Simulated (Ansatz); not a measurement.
**H3O+ (oxonium) at CCSD/3-21G**

Aim: the energy change on altering one bond length of H3O+ (oxonium) at CCSD/3-21G, from 2 runs. 

The results are computed with Ansatz 0.2.0.

## 1. The molecule

The species is H3O+ (4 atoms), meant as a singlet with charge +1. As SMILES, `[OH3+]`. Geometry: relaxed at GFN2-xTB.

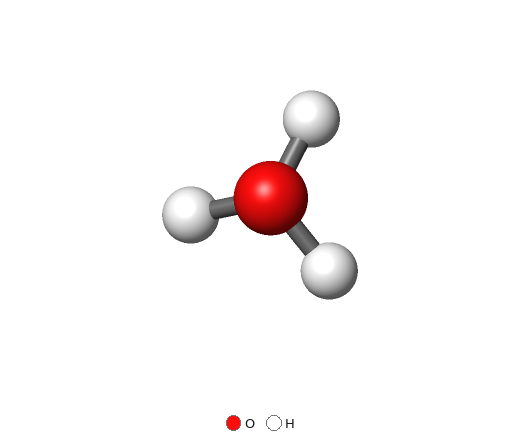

The structure, seen from a chosen angle (oxygen red, hydrogen white).

## 2. A single-point energy at CCSD/3-21G

Contents of job.yaml:

```yaml
basis:
  gaussian:
    orbitals: 3-21G.json
crystal:
  periodic: [false, false, false]
  atoms:
    - {symbol: O, position_ang: [0.196050, -0.061020, -0.056900]}
    - {symbol: H, position_ang: [0.214230, 0.919440, 0.016470]}
    - {symbol: H, position_ang: [-0.413410, -0.366620, -0.765680]}
    - {symbol: H, position_ang: [0.003130, -0.491800, 0.806120]}
scf:
  omitted_lower_state_checks: [cluster_reference, increment]
accuracy: high
total_charge: 1
correlation:
  method: ccsd
  frozen_orbitals: {H: 0, O: 1}
```

The basis set 3-21G is read from a file made from the Basis Set Exchange's data (not shown).

Launch:

```sh
$ ansatz run job.yaml --threads 1 --pin off --max-ram 2610MiB --events-out events.jsonl --progress --plain --runs-dir runs
```

The log of the run (excerpt; [...] marks lines left out):

```text
Warning: RAYON_NUM_THREADS=1 ignored (pool sized by the plan → 1); use --threads N
Functional definition: HF
  name "HF"
[...]
233 factors; integrals over basis functions are off by at most 3.4e-9 eV
[...]
mean field -2064.91666261 eV, -75.8842877000 hartree, gradient 1.9e-8 eV, S^2 0.000000; 0 other end points of the search recorded, 0 dependent functions left out
1 core orbitals not correlated: weight in the atoms' cores, before any rotation towards them, 1.000 or more for the frozen orbitals, at most 0.000 for the correlated occupied ones
reference -2064.91666261 eV, -75.8842877000 hartree; 4, 4 occupied and 10, 10 virtual orbitals, 233 factors
second order -3.48260528 eV of doubles, -0.00000000 eV of singles
cycle   1  -3.57797265 eV  change   -9.5e-2 eV  update   3.3e-2
[...]
cycle  16  -3.70191238 eV  change  -2.0e-10 eV  update  6.6e-10
Total energy: -2068.61857499 eV, -76.0203304708 hartree
Checks for a lower state left out: cluster_reference, increment
```

It took 0.06 s on 1 thread of AMD EPYC 9R45 (Zen 5), shared host.

## 3. The distorted shape at the same level

Contents of molecule.yaml:

```yaml
crystal:
  periodic: [false, false, false]
  atoms:
    - {symbol: O, position_ang: [0.244284, 0.046684, -0.272674]}
    - {symbol: H, position_ang: [0.262464, 1.027144, -0.199304]}
    - {symbol: H, position_ang: [-0.365176, -0.258916, -0.981454]}
    - {symbol: H, position_ang: [0.003130, -0.491800, 0.806120]}
basis:
  gaussian: {orbitals: 3-21G.json}
total_charge: 1
correlation: {method: ccsd, frozen_orbitals: {H: 0, O: 1}}
accuracy: high
scf: {omitted_lower_state_checks: [cluster_reference, increment]}
```

The basis set 3-21G is read from a file made from the Basis Set Exchange's data (not shown).

Launch:

```sh
$ ansatz run molecule.yaml --threads 1 --pin off --max-ram 2610MiB --events-out events.jsonl --progress --plain --runs-dir runs
```

The log of the run (excerpt; [...] marks lines left out):

```text
Warning: RAYON_NUM_THREADS=1 ignored (pool sized by the plan → 1); use --threads N
[... 2 set-up lines as earlier in the session ...]
[...]
233 factors; integrals over basis functions are off by at most 3.3e-9 eV
[...]
mean field -2064.05008245 eV, -75.8524414667 hartree, gradient 3.9e-8 eV, S^2 0.000000; 0 other end points of the search recorded, 0 dependent functions left out
1 core orbitals not correlated: weight in the atoms' cores, before any rotation towards them, 1.000 or more for the frozen orbitals, at most 0.000 for the correlated occupied ones
reference -2064.05008245 eV, -75.8524414667 hartree; 4, 4 occupied and 10, 10 virtual orbitals, 233 factors
second order -3.65685427 eV of doubles, -0.00000000 eV of singles
cycle   1  -3.72345958 eV  change   -6.7e-2 eV  update   4.0e-2
[...]
cycle  17  -3.88295243 eV  change   1.8e-10 eV  update  5.2e-10
Total energy: -2067.93303488 eV, -75.9951373364 hartree
Checks for a lower state left out: cluster_reference, increment
```

Run time: 0.06 s. Hardware: 1 thread of AMD EPYC 9R45 (Zen 5), shared host.

## 4. What came out

Level: CCSD/3-21G, 1 core orbital frozen.

| quantity | value |
| --- | --- |
| first shape: total energy | -76.02033 Eh |
| first shape: correlation energy (1 core orbital frozen) | -136.0 mEh |
| first shape: T1 diagnostic | 0.007 |
| distorted shape: total energy | -75.99514 Eh |
| distorted shape: correlation energy (1 core orbital frozen) | -142.7 mEh |
| distorted shape: T1 diagnostic | 0.011 |
| energy change with the O1–H4 bond stretched from 0.984 to 1.230 Å | 0.686 eV |

What this shows: With the O1–H4 bond stretched from 0.984 to 1.230 Å the energy rises by 0.69 eV (15.8 kcal/mol). The first shape isn't relaxed at this level, so the change isn't measured from a minimum.
